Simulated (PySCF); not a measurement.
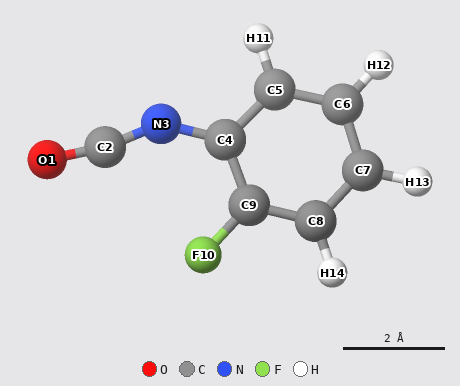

Starting structure of C7H4FNO. The picture is a ball-and-stick view, seen face on.

The start comes from GFN2-xTB. Its atoms were then displaced at random by about 0.01 Å.

Level of theory: PySCF, PBE0-D3(BJ)/def2-SVP geometry optimisation, gas phase.

```xyz
14

O     4.2495    0.3122   -0.4889
C     3.0894    0.4493   -0.3116
N     1.9569    0.7967   -0.0753
C     0.7117    0.3685   -0.0041
C    -0.3281    1.2506    0.3537
C    -1.6435    0.8378    0.4321
C    -1.9616   -0.4825    0.1454
C    -0.9694   -1.3768   -0.2248
C     0.3225   -0.9484   -0.2697
F     1.2922   -1.8254   -0.6350
H    -0.0647    2.2740    0.5977
H    -2.4044    1.5342    0.7241
H    -3.0256   -0.7977    0.1918
H    -1.2320   -2.4076   -0.4432
```

What does the optimiser find from here?

The energy falls by 17.3 kJ/mol in 8 geometry steps. The atom that moves furthest after the best rigid fit is O1 (0.16 Å). Largest moves by element: O 0.16 Å, F 0.07 Å, H 0.07 Å, N 0.06 Å, C 0.05 Å. Among the contacts that change: N3–C4 1.319 → 1.379 Å, C9–F10 1.358 → 1.332 Å, C8–C9 1.362 → 1.385 Å, C6–H12 1.072 → 1.092 Å. Among the angles between lasting bonds that change: O1–C2–N3 169.5° → 173.2°, N3–C4–C9 123.9° → 120.8°, C5–C4–C9 115.6° → 118.3°.

History of the run:

| step | E − E(0), kJ/mol |
| --- | --- |
| 0 | 0.00 |
| 1 | -15.92 |
| 2 | -16.14 |
| 3 | -17.14 |
| 4 | -17.13 |
| 5 | -17.27 |
| 6 | -17.27 |
| 7 | -17.28 |
| 8 | -17.28 |

Final geometry:

```xyz
14

O     4.2073    0.1645   -0.5444
C     3.0956    0.4265   -0.3140
N     1.9904    0.8309   -0.0457
C     0.6816    0.4018    0.0172
C    -0.3446    1.2812    0.3758
C    -1.6632    0.8393    0.4356
C    -1.9736   -0.4873    0.1387
C    -0.9625   -1.3775   -0.2208
C     0.3460   -0.9280   -0.2773
F     1.3268   -1.7618   -0.6198
H    -0.0808    2.3150    0.6045
H    -2.4539    1.5378    0.7162
H    -3.0074   -0.8352    0.1858
H    -1.1687   -2.4224   -0.4596
```

After the run, drawn alike:

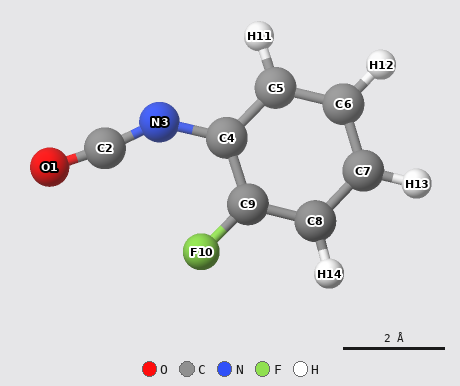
